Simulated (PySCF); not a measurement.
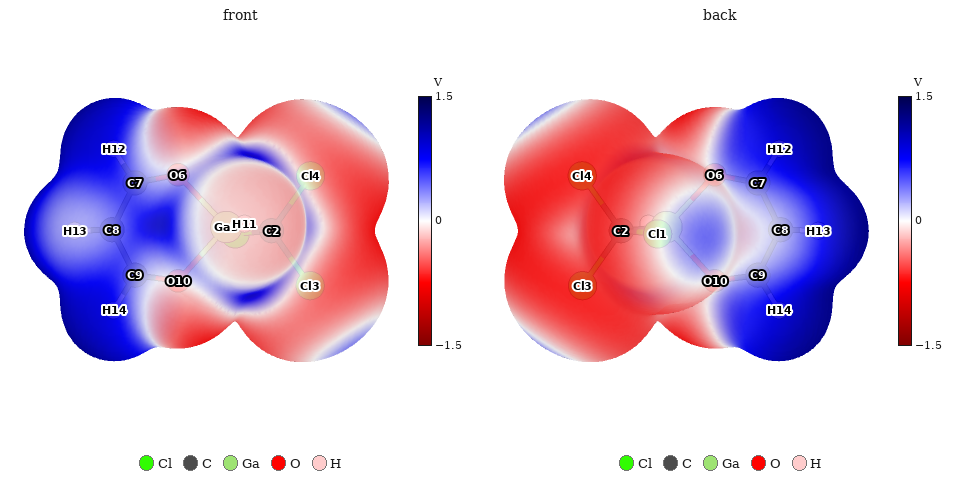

*C₄H₄Cl₃GaO₂. The molecular electrostatic potential painted on the density surface at 0.001 e/bohr³, seen from the front and from behind; red is negative and blue positive.*

Geometry: PBE0-D3(BJ)/def2-SVP.

Theory: PySCF 2.14.0, PBE0/def2-SVPD, SCF density, gas phase.

```xyz
14

Cl    1.5492    0.7061   -1.7726
C     2.2541   -0.1510   -0.3715
Cl    3.0542   -1.6453   -0.9351
Cl    3.4550    0.9059    0.4228
Ga    0.8251   -0.6292    0.9501
O    -0.1765    1.0139    1.1781
C    -1.2412    1.2968    0.5529
C    -1.9525    0.4638   -0.3135
C    -1.5705   -0.8522   -0.5824
O    -0.5563   -1.4572   -0.1246
H     1.0615   -1.3760    2.2864
H    -1.6369    2.3113    0.7362
H    -2.8587    0.8493   -0.7801
H    -2.2118   -1.4512   -1.2528
```

### Which sites attract a positive test charge, and which a negative one?

A positive charge is drawn to the negative regions and a negative charge to the positive ones. The most negative region (about −0.7 V) lies over the Cl and O atoms, the most positive (about +1.2 V) over the C and H atoms. Cl1 shows a σ-hole: about +0.4 V at the tip opposite its bond, against about −0.5 V on its flanks. Cl3 shows a σ-hole: about +0.3 V at the tip opposite its bond, against about −0.5 V on its flanks. Cl4 shows a σ-hole: about +0.3 V at the tip opposite its bond, against about −0.5 V on its flanks.

### What dipole moment does the calculation give?

Its dipole moment is 4.44 D.
